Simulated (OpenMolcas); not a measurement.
CH₂F₂: excited-state calculation (part 1 of 4)

System: CH₂F₂.
Method: CASSCF/ANO-R2, sfX2C (OpenMolcas 26.06).

The geometry comes from this level: PBE0-D4/def2-TZVP.

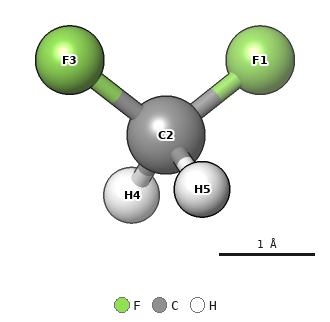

**Figure 1.** The structure (ball-and-stick view, seen at a tilt; atoms are numbered from 1 in the order of the input). Bond lengths as drawn: C–F 1.35 Å and C–H 1.09 Å.

## Input
```
&GATEWAY
Coord
5
bohr
F     -2.02824305     0.36131564     1.31959575
C      0.01908623    -0.03193637    -0.15552446
F      2.06074634    -0.33863892     1.34775267
H     -0.26966392    -1.76292550    -1.24627438
H      0.31237173     1.63310132    -1.34378425
Basis=ANO-R0
Group=NoSym
&SEWARD
&RASSCF
FileOrb=$CurrDir/step1.ScfOrb
Spin=1
Nactel=6 0 0
Inactive=10
Ras2=6
CIRoot=2 2 1
OrbListing=Nothing
>>> COPY $Project.RunFile RUNFIL1
>>> COPY $Project.RasOrb INPORB
&GATEWAY
Coord
5
bohr
F     -2.02824305     0.36131564     1.31959575
C      0.01908623    -0.03193637    -0.15552446
F      2.06074634    -0.33863892     1.34775267
H     -0.26966392    -1.76292550    -1.24627438
H      0.31237173     1.63310132    -1.34378425
Basis=ANO-R2
Group=NoSym
RICD
&SEWARD
>>> COPY $Project.RunFile RUNFIL2
&EXPBAS
&RASSCF
FileOrb=$Project.ExpOrb
Spin=1
Nactel=6 0 0
Inactive=10
Ras2=6
CIRoot=2 2 1
OrbListing=Few
OrbAppear=Compact
```

Hardware: 1 thread of AMD EPYC (Zen 3), 64 GiB of memory available, shared host.

Launch command:
```bash
export MOLCAS_MEM=1860
pymolcas step2.input > step2.log
```

## Output
```
--- Start Module: gateway ---

                                              &GATEWAY

                       available to each process: 1.9 GB of memory, 1 thread

++    Symmetry information:
      ---------------------

                    Character Table for C1

                             E
                    a        1  x, y, xy, Rz, z, xz, Ry, yz, Rx, I
--

++    Basis set information:
      ----------------------

      Basis set label: F.ANO-R...2S1P.

      Electronic valence basis set:
      ------------------
      Associated Effective Charge   9.000000 au
      Associated Actual Charge      9.000000 au
      Nuclear Model: Finite nucleus - Gaussian distribution
        Gaussian exponent, Xi/bohr**(-2):  5.35469E+08

      Shell  nPrim  nBasis  Cartesian Spherical Contaminant
         s      13       2        X
         p       8       1        X

      Basis set label: C.ANO-R...2S1P.

      Electronic valence basis set:
      ------------------
      Associated Effective Charge   6.000000 au
      Associated Actual Charge      6.000000 au
      Nuclear Model: Finite nucleus - Gaussian distribution
        Gaussian exponent, Xi/bohr**(-2):  6.80775E+08

      Shell  nPrim  nBasis  Cartesian Spherical Contaminant
         s      12       2        X
         p       7       1        X

      Basis set label: F.ANO-R...2S1P.

      Electronic valence basis set:
      ------------------
      Associated Effective Charge   9.000000 au
      Associated Actual Charge      9.000000 au
      Nuclear Model: Finite nucleus - Gaussian distribution
        Gaussian exponent, Xi/bohr**(-2):  5.35469E+08

      Shell  nPrim  nBasis  Cartesian Spherical Contaminant
         s      13       2        X
         p       8       1        X

      Basis set label: H.ANO-R...1S.

      Electronic valence basis set:
      ------------------
      Associated Effective Charge   1.000000 au
      Associated Actual Charge      1.000000 au
      Nuclear Model: Finite nucleus - Gaussian distribution
        Gaussian exponent, Xi/bohr**(-2):  2.12482E+09

      Shell  nPrim  nBasis  Cartesian Spherical Contaminant
         s       7       1        X
--

++    Molecular structure info:
      -------------------------

                    ************************************************
                    **** Cartesian Coordinates / bohr, angstrom ****
                    ************************************************

     Center  Label                x              y              z                     x              y              z
        1      F1              -2.028243       0.361316       1.319596             -1.073300       0.191200       0.698300
        2      C2               0.019086      -0.031936      -0.155524              0.010100      -0.016900      -0.082300
        3      F3               2.060746      -0.338639       1.347753              1.090500      -0.179200       0.713200
        4      H4              -0.269664      -1.762925      -1.246274             -0.142700      -0.932900      -0.659500
        5      H5               0.312372       1.633101      -1.343784              0.165300       0.864200      -0.711100

                    ***************************************
                    *    InterNuclear Distances / bohr    *
                    ***************************************

               1 F1            2 C2            3 F3            4 H4            5 H5
    1 F1       0.000000
    2 C2       2.553857        0.000000
    3 F3       4.148562        2.553876        0.000000
    4 H4       3.766788        2.066261        3.766747        0.000000
    5 H5       3.766897        2.066477        3.766822        3.446922        0.000000

                    *******************************************
                    *    InterNuclear Distances / angstrom    *
                    *******************************************

               1 F1            2 C2            3 F3            4 H4            5 H5
    1 F1       0.000000
    2 C2       1.351443        0.000000
    3 F3       2.195324        1.351453        0.000000
    4 H4       1.993298        1.093418        1.993277        0.000000
    5 H5       1.993356        1.093533        1.993316        1.824033        0.000000

                    **************************************
                    *    Valence Bond Angles / degree    *
                    **************************************
                          Atom centers                 Phi
                      1 F1       2 C2       3 F3       108.63
                      1 F1       2 C2       4 H4       108.78
                      1 F1       2 C2       5 H5       108.77
                      3 F3       2 C2       4 H4       108.77
                      3 F3       2 C2       5 H5       108.77
                      4 H4       2 C2       5 H5       113.03
--

            Nuclear Potential Energy             77.46821056 au

--- Stop Module: gateway /rc=_RC_ALL_IS_WELL_ ---

--- Start Module: seward ---

                                              &SEWARD

                       available to each process: 1.9 GB of memory, 1 thread

               SEWARD will generate:
                  Multipole Moment integrals up to order  2
                  Kinetic Energy integrals
                  Nuclear Attraction integrals (finite nuclei - Gaussian type)
                  One-Electron Hamiltonian integrals
                  Velocity integrals
                  Relativistic X2C integrals
                  Orbital angular momentum around (  0.0171  -0.0016   0.8882 )
                  Velocity quadrupole around (  0.0171  -0.0016   0.8882 )
                  Atomic mean-field integrals
                  Two-Electron Repulsion integrals

                   Integrals are discarded if absolute value <: 1.00E-14
                   Integral cutoff threshold is set to       <: 1.00E-16

            Nuclear Potential Energy             77.46821056 au

      Basis set specifications :
      Symmetry species         a
      Basis functions           17

--- Stop Module: seward /rc=_RC_ALL_IS_WELL_ ---
--- Module seward spent 1 second ---

--- Start Module: rasscf ---

                                              &RASSCF

                       available to each process: 1.9 GB of memory, 1 thread

      Header of the ONEINT file:
      --------------------------

      OrdInt status: non-squared

      Cartesian coordinates in angstrom:
      -----------------------------------------------------
      No.  Label        X            Y            Z
      -----------------------------------------------------
       1   F1        -1.07330000   0.19120000   0.69830000
       2   C2         0.01010000  -0.01690000  -0.08230000
       3   F3         1.09050000  -0.17920000   0.71320000
       4   H4        -0.14270000  -0.93290000  -0.65950000
       5   H5         0.16530000   0.86420000  -0.71110000
      -----------------------------------------------------
      Nuclear repulsion energy =   77.46821056

++    Wave function specifications:
      -----------------------------

      Number of closed shell electrons          20
      Number of electrons in active shells       6
      Max number of holes in RAS1 space          0
      Max nr of electrons in RAS3 space          0
      Number of inactive orbitals               10
      Number of active orbitals                  6
      Number of secondary orbitals               1
      Spin quantum number                      0.0
      State symmetry                             1
--

++    Orbital specifications:
      -----------------------

      Symmetry species                           1
                                                 a
      Frozen orbitals                            0
      Inactive orbitals                         10
      Active orbitals                            6
      RAS1 orbitals                              0
      RAS2 orbitals                              6
      RAS3 orbitals                              0
      Secondary orbitals                         1
      Deleted orbitals                           0
      Number of basis functions                 17
--

++    CI expansion specifications:
      ----------------------------

      Number of CSFs                           175
      Number of spin combinations              210
      Number of determinants                   400
      Number of root(s) required                 2
      Root chosen for geometry opt.              2
      CI roots used                              1     2
      weights                                0.500 0.500
      highest root included in the CI            2
      max. size of the explicit Hamiltonian    175
--

++    Optimization specifications:
      ----------------------------

      RASSCF algorithm: Conventional
      Maximum number of macro iterations       200
      Maximum number of SX iterations          100
      Threshold for RASSCF energy            1.000E-08
      Threshold for max MO rotation          1.000E-01
      Threshold for max BLB element          1.000E-04
      Level shift parameter                  5.000E-01
      Make Quasi-Newton update
--

      The MO-coefficients are taken from the file:
      step1.ScfOrb
      Title: SCF orbitals

      Total molecular charge    0.00

      ************************************************************************************************************************
      *                                            Wave function control section                                             *
      ************************************************************************************************************************

                                         RASSCF iterations: Energy and convergence statistics
                                         ----------------------------------------------------

          iter iter root      energy       change     param      element    value   shift minimum  type update hh:mm:ss
 Nr of preliminary CI iterations:   1
 ###############################################################################
 ###    WARNING: Large orbital rotation.                                     ###
 ###############################################################################
      Molecular orbital   9 of symmetry 1 MO space 1  weight is    0.493592
 ###############################################################################
 ###    WARNING: Large orbital rotation.                                     ###
 ###############################################################################
      Molecular orbital  11 of symmetry 1 MO space 2  weight is    0.369830
        1   1   12    0  -237.48063693    0.00E+00  -7.12E-01*   9  16 1 -6.67E-02*  0.00   0.00    SX    NO    0:00:00
        2   1    8    0  -237.49645109   -1.58E-02* -2.27E-01*   7  15 1 -1.78E-02*  0.02   0.00    SX    NO    0:00:00
        3   1    8    0  -237.49992865   -3.48E-03* -1.49E-01*  12  17 1 -4.22E-03*  0.02   0.00    SX    NO    0:00:00
        4   1    8    0  -237.50155652   -1.63E-03* -1.28E-01*   6  12 1 -3.04E-03*  0.02   0.00    SX    NO    0:00:00
        5   1    8    0  -237.50256114   -1.00E-03* -1.33E-01*   6  14 1  2.52E-03*  0.02   2.50    LS   YES    0:00:00
        6   1    8    0  -237.50324478   -6.84E-04* -9.88E-02    6  14 1  1.47E-03*  0.02   1.96    LS   YES    0:00:00
        7   1    8    0  -237.50346742   -2.23E-04* -5.21E-02   12  17 1  1.90E-03*  0.02   1.36    QN   YES    0:00:00
        8   1    8    0  -237.50354208   -7.47E-05* -2.71E-02    7  15 1  9.29E-04*  0.02   1.55    LS   YES    0:00:00
        9   1    8    0  -237.50355297   -1.09E-05* -1.33E-02    7  15 1  5.39E-04*  0.02   1.07    QN   YES    0:00:00
       10   1    8    0  -237.50355995   -6.98E-06* -5.49E-03    9  16 1 -3.27E-04*  0.02   1.37    QN   YES    0:00:00
       11   1    8    0  -237.50356177   -1.82E-06* -1.91E-02   11  17 1 -1.62E-04*  0.02   2.50    QN   YES    0:00:00
       12   1    9    0  -237.50357459   -1.28E-05* -2.59E-02    6  17 1 -8.46E-04*  0.02   2.50    LS   YES    0:00:00
       13   1    9    0  -237.50360476   -3.02E-05* -3.41E-02    6  17 1 -1.87E-03*  0.02   2.50    LS   YES    0:00:00
       14   1   10    0  -237.50366923   -6.45E-05* -5.99E-02    9  16 1  3.26E-03*  0.02   2.50    QN   YES    0:00:00
       15   1    9    0  -237.50356887    1.00E-04* -5.11E-02    6  17 1 -8.77E-04*  0.02  -0.50    LS   YES    0:00:00
       16   1   10    0  -237.50364682   -7.80E-05* -5.97E-02    9  16 1  2.89E-03*  0.02   2.50    LS   YES    0:00:00
       17   1   11    0  -237.50385021   -2.03E-04* -8.91E-02    9  16 1  5.44E-03*  0.02   2.50    QN   YES    0:00:00
       18   1    9    0  -237.50360286    2.47E-04* -7.00E-02    9  16 1  1.86E-03*  0.02  -0.50    LS   YES    0:00:00
       19   1   10    0  -237.50377740   -1.75E-04* -7.60E-02    9  16 1  4.63E-03*  0.02   2.50    LS   YES    0:00:00
       20   1   11    0  -237.50412269   -3.45E-04* -1.07E-01*   9  16 1  7.99E-03*  0.02   2.50    QN   YES    0:00:00
       21   1   10    0  -237.50367813    4.45E-04* -8.02E-02    9  16 1  3.94E-03*  0.02  -0.50    LS   YES    0:00:00
       22   1   11    0  -237.50398006   -3.02E-04* -8.39E-02    9  16 1  6.89E-03*  0.02   2.50    LS   YES    0:00:00
       23   1   12    0  -237.50446622   -4.86E-04* -1.07E-01*   9  16 1  1.05E-02*  0.02   2.50    QN   YES    0:00:00
       24   1   11    0  -237.50375100    7.15E-04* -8.11E-02    9  16 1  8.64E-03*  0.02  -0.50    LS   YES    0:00:00
       25   1   12    0  -237.50426321   -5.12E-04* -8.61E-02    9  16 1  9.99E-03*  0.02   2.50    LS   YES    0:00:00
       26   1   13    0  -237.50500552   -7.42E-04* -1.36E-01*   9  16 1  1.18E-02*  0.02   2.50    QN   YES    0:00:00
       27   1   12    0  -237.50370829    1.30E-03* -9.78E-02    9  16 1  1.26E-02*  0.02  -0.50    LS   YES    0:00:00
       28   1   18    0  -237.50459550   -8.87E-04* -9.95E-02    9  16 1  1.20E-02*  0.02   2.50    LS   YES    0:00:00
       29   1   20    0  -237.50570339   -1.11E-03* -1.94E-01*   6  17 1 -1.22E-02*  0.02   2.50    QN   YES    0:00:00
       30   1   11    0  -237.50353734    2.17E-03* -1.21E-01*   9  16 1  1.42E-02*  0.02  -0.50    LS   YES    0:00:00
       31   1   13    0  -237.50481565   -1.28E-03* -1.12E-01*   9  16 1  1.26E-02*  0.02   2.50    LS   YES    0:00:00
       32   1   35    0  -237.50616680   -1.35E-03*  1.86E-01*   6  17 1 -1.29E-02*  0.02   2.50    QN   YES    0:00:00
       33   1   33    0  -237.50633785   -1.71E-04*  2.82E-01*   9  16 1  2.02E-02*  0.02   0.69    QN   YES    0:00:00
       34   1   40    0  -237.50683594   -4.98E-04*  1.79E-01*   6  16 1 -2.91E-02*  0.02   0.82    QN   YES    0:00:00
       35   1   55    0  -237.50774809   -9.12E-04*  1.59E-01*   6  16 1 -3.62E-02*  0.01   1.01    QN   YES    0:00:00
       36   1   20    0  -237.50619927    1.55E-03*  9.15E-02    9  16 1  2.90E-02*  0.02  -0.29    SX   YES    0:00:00
       37   1   23    0  -237.51191783   -5.72E-03*  2.08E-01*   9  16 1  1.96E-02*  0.01   2.50    QN   YES    0:00:00
       38   1   10    0  -237.51928447   -7.37E-03* -1.41E-01*  10  13 1  1.29E-02*  0.00   1.60    QN   YES    0:00:00
       39   1   13    0  -237.52346773   -4.18E-03* -1.06E-01*   6  17 1  1.83E-02*  0.00   1.60    QN   YES    0:00:00
       40   1   21    0  -237.52593153   -2.46E-03*  7.37E-02    6  17 1  2.55E-02*  0.00   1.51    QN   YES    0:00:00
       41   1   21    0  -237.52677867   -8.47E-04* -2.92E-02    6  17 1  2.45E-02*  0.01   1.06    QN   YES    0:00:00
       42   1   11    0  -237.52594884    8.30E-04*  6.07E-02    6  17 1  2.34E-02*  0.00  -0.50    SX   YES    0:00:00
       43   1   13    0  -237.52965297   -3.70E-03* -1.70E-01*   6  17 1  1.45E-02*  0.00   2.50    QN   YES    0:00:00
       44   1   18    0  -237.53549308   -5.84E-03* -7.14E-02    7  13 1 -6.89E-03*  0.00   0.97    QN   YES    0:00:00
       45   1   17    0  -237.53584040   -3.47E-04* -6.22E-02    6  17 1 -5.49E-03*  0.01   0.65    QN   YES    0:00:00
       46   1   16    0  -237.53626748   -4.27E-04*  3.93E-02   11  17 1 -3.14E-03*  0.00   1.15    QN   YES    0:00:00
       47   1   16    0  -237.53639488   -1.27E-04* -4.21E-02    7  13 1 -2.52E-03*  0.00   1.10    QN   YES    0:00:00
       48   1   15    0  -237.53647416   -7.93E-05*  2.66E-02    7  13 1 -2.15E-03*  0.00   1.00    QN   YES    0:00:00
       49   1   15    0  -237.53655007   -7.59E-05* -2.11E-02    8  17 1  1.80E-03*  0.00   1.37    QN   YES    0:00:00
       50   1   14    0  -237.53658166   -3.16E-05* -1.21E-02    8  16 1 -8.47E-04*  0.00   1.60    LS   YES    0:00:00
       51   1   14    0  -237.53658670   -5.04E-06* -5.34E-03    7  16 1  8.45E-04*  0.00   1.04    QN   YES    0:00:00
       52   1   13    0  -237.53659321   -6.51E-06* -4.86E-03    6  17 1  4.91E-04*  0.00   1.53    QN   YES    0:00:00
       53   1   13    0  -237.53659628   -3.07E-06*  1.50E-03    6  16 1  1.76E-04*  0.00   1.08    QN   YES    0:00:00
       54   1   12    0  -237.53659717   -8.87E-07* -2.51E-03    7  16 1 -1.29E-04*  0.00   2.22    QN   YES    0:00:00
       55   1   12    0  -237.53659833   -1.16E-06*  1.67E-03    8  17 1  2.04E-04*  0.00   1.44    QN   YES    0:00:00
       56   1   12    0  -237.53659881   -4.77E-07* -1.48E-03    8  17 1  1.56E-04*  0.00   1.69    QN   YES    0:00:00
       57   1   11    0  -237.53659906   -2.53E-07*  4.98E-04    9  16 1  7.08E-05   0.00   1.35    QN   YES    0:00:00
       58   1    9    0  -237.53659912   -5.59E-08*  1.52E-04    9  16 1  3.49E-05   0.00   1.33    QN   YES    0:00:00
       59   1    8    0  -237.53659913   -1.03E-08* -6.79E-05    6  16 1  1.32E-05   0.00   1.27    QN   YES    0:00:00
       60   1    7    0  -237.53659913   -1.61E-09  -2.17E-05    6  16 1  5.89E-06   0.00   1.30    QN   YES    0:00:00
      Convergence after 60 iterations
       61   1    7    0  -237.53659913   -2.52E-10  -2.17E-05    8  16 1  1.85E-06   0.00   1.30    QN   YES    0:00:00
```
